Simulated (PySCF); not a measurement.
# C₃H₇F, SMILES `CC(C)F`: electronic structure

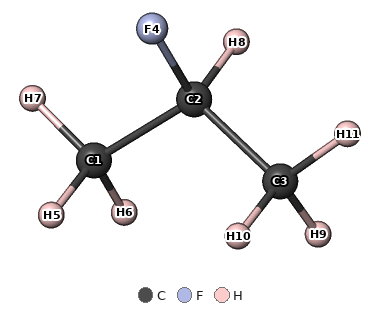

The molecule, with its atoms numbered as below. No frequency check shows the geometry to be a minimum.

Coordinates in Å:

```
C1      -1.2667   -0.6460    0.0957
C2       0.0003    0.0559   -0.3680
C3       1.2676   -0.6443    0.0958
F4      -0.0013    1.3470    0.1400
H5      -1.2688   -0.7310    1.1798
H6      -1.3173   -1.6394   -0.3402
H7      -2.1425   -0.0790   -0.2102
H8       0.0003    0.1761   -1.4600
H9       1.3197   -1.6376   -0.3401
H10      1.2698   -0.7293    1.1799
H11      2.1427   -0.0762   -0.2100
```

## 1. Bonding charge

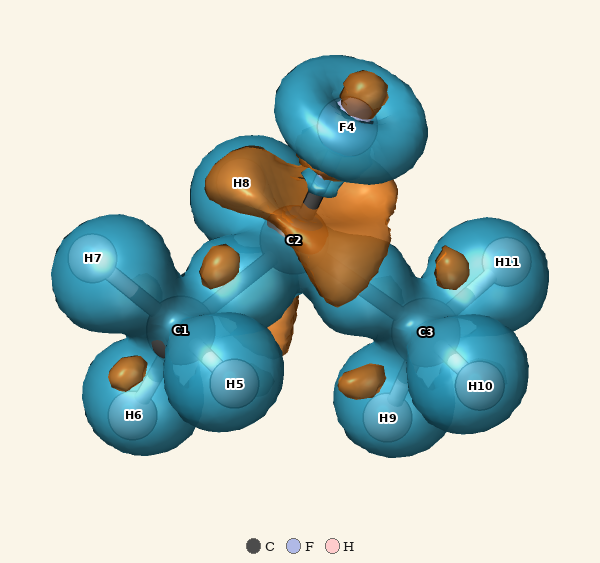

Deformation density (molecule less spherical, spin-averaged free atoms at the same positions), surfaces at ±0.1 e/Å³; light blue: gain, orange: loss.

Level of theory: B3LYP/def2-SVP (PySCF), at a geometry from GFN2-xTB.

> How much density has each bond gained at its critical point, relative to the free atoms?

C2–H8: +0.76 e/Å³ at the bond critical point (bond length 1.10 Å, Mayer order 0.9). C1–H7 and C3–H11: +0.68 e/Å³ at the bond critical point (bond length 1.09 Å, Mayer order 1.0). C1–H5 and C3–H10: +0.68 e/Å³ at the bond critical point (bond length 1.09 Å, Mayer order 1.0). C1–H6 and C3–H9: +0.67 e/Å³ at the bond critical point (bond length 1.09 Å, Mayer order 1.0). C2–C3 and C1–C2: +0.51 e/Å³ at the bond critical point (bond length 1.52 Å, Mayer order 1.1). C2–F4: −0.07 e/Å³ at the bond critical point (bond length 1.39 Å, Mayer order 1.0); up to 0.6 Å beside the axis the gain reaches +0.18 e/Å³. In all, 2.3 electrons gather in the regions of gain relative to the promolecule. A small or negative value marks a very polar bond, one between electron-rich atoms, whose free-atom densities already overlap strongly, a long bond to a heavier atom, or a closed-shell contact such as a hydrogen bond.

> Where do the Hirshfeld charges lie?

The highest Hirshfeld charge is on C2 (+0.08 e), the lowest on F4 (−0.13 e).

| atom | charge (e) |
| --- | --- |
| C1 | −0.11 |
| C2 | +0.08 |
| C3 | −0.11 |
| F4 | −0.13 |
| H5 | +0.04 |
| H6 | +0.04 |
| H7 | +0.04 |
| H8 | +0.03 |
| H9 | +0.04 |
| H10 | +0.04 |
| H11 | +0.04 |

## 2. Bond critical points

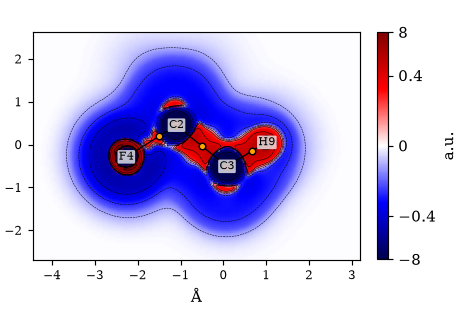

Negative Laplacian of the density (−∇²ρ) in the plane of C2, C3, F4 and H9 (red positive, blue negative, colour scale in a.u., logarithmic beyond ±0.04), with bond paths and bond critical points (dots).

> Sort the bonds in the plane by the sign of ∇²ρ at their critical points.

Concentrated (∇²ρ < 0): C3–H9 (−1.02 a.u.); C2–C3 (−0.61 a.u.); C2–F4 (−0.04 a.u.). At none is it depleted.

> Where along C2–F4 does the critical point lie?

0.47 Å from C2 and 0.92 Å from F4.

## 3. Local ionisation energy

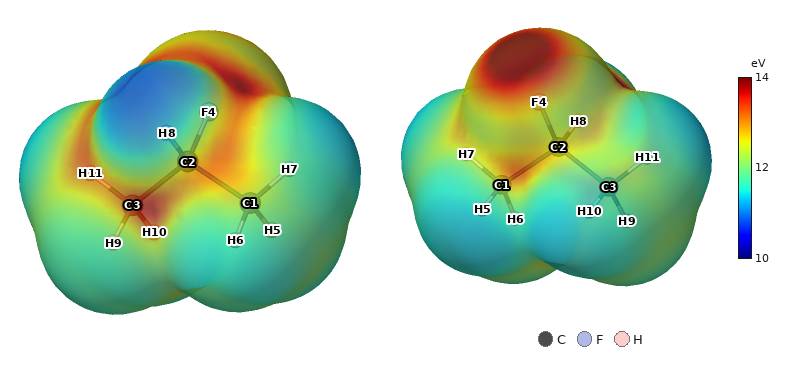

Average local ionisation energy on the surface of electron density 0.001 a.u. (back view left, front view right).

> Locate the minima of the map.

The lowest value is 10.9 eV, 1.4 Å from H8. Further minima include 11.3 eV, 1.4 Å from H5, and at like points elsewhere. For comparison, the highest occupied orbital lies at −8.7 eV.

## 4. Excited states

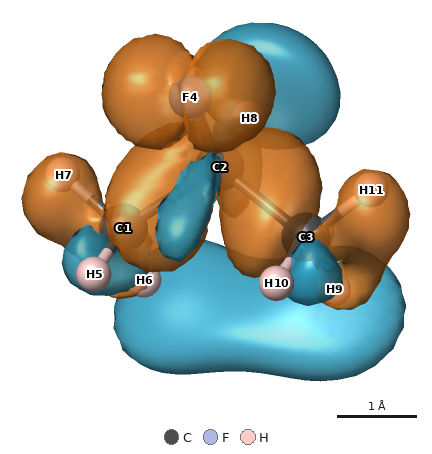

Unrelaxed difference density of S₂ less the ground state (full linear response singlet states), ±0.015 e/Å³; light blue: gain, orange: loss.

PySCF calculation, PBE0/def2-SVP, gas phase; geometry: GFN2-xTB. Without diffuse functions Rydberg states are missing, so the states' numbers hold for this basis only.

> How does the charge move on excitation?

0.81 e is displaced in all, of which about 0.5 e passes between atoms: F4 (0.33 e) and C2 (0.09 e) lose electrons and H8 (0.14 e) and H6 and H9 (0.12 e each) gain them. The state: 9.66 eV (128 nm), f = 0.022, partly diffuse acceptor orbital, which a basis without diffuse functions describes poorly; the leading pair carries 100 %; hole on F4 (36 %), C2 (19 %) and C1 and C3 (16 % each), electron on H6, H8 and H9 (14 % each), C1, C2 and C3 (11 % each) and H7 and H11 (7 % each) (atom shares of so diffuse an orbital are rough); their centroids lie 1.2 Å apart; S₁ lies within 0.1 eV of it.

## 5. Removing or adding an electron

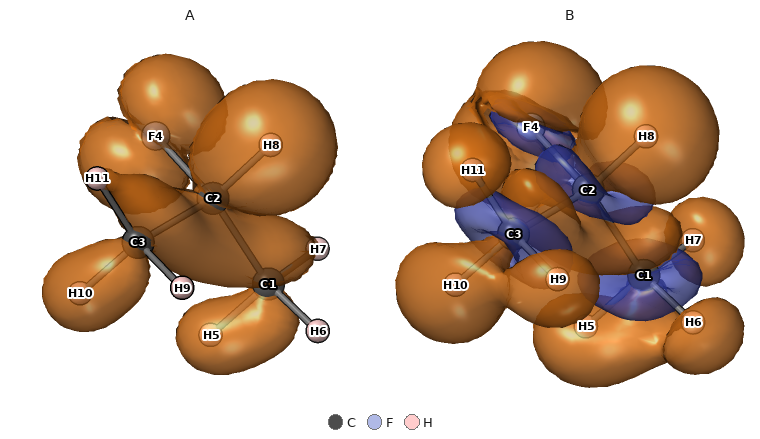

The Fukui function f⁻ from two separate SCF calculations and the density of the HOMO, at ±0.02 e/Å³ (orange positive, blue negative).

PySCF calculation, PBE0/def2-SVP, gas phase; geometry: GFN2-xTB.

> Which panel is which, and how good is the frozen-orbital picture?

B is f⁻ (it has negative regions), A the HOMO density. The HOMO lies on F4 (35 %), C2 (21 %) and H8 (16 %); f⁻ (Hirshfeld-condensed) is largest on F4 (0.22) and H8 (0.16); the vertical ionisation energy is 11.53 eV. Relaxation shifts 26 % of the electron between atoms. The orbital energy is −9.02 eV.
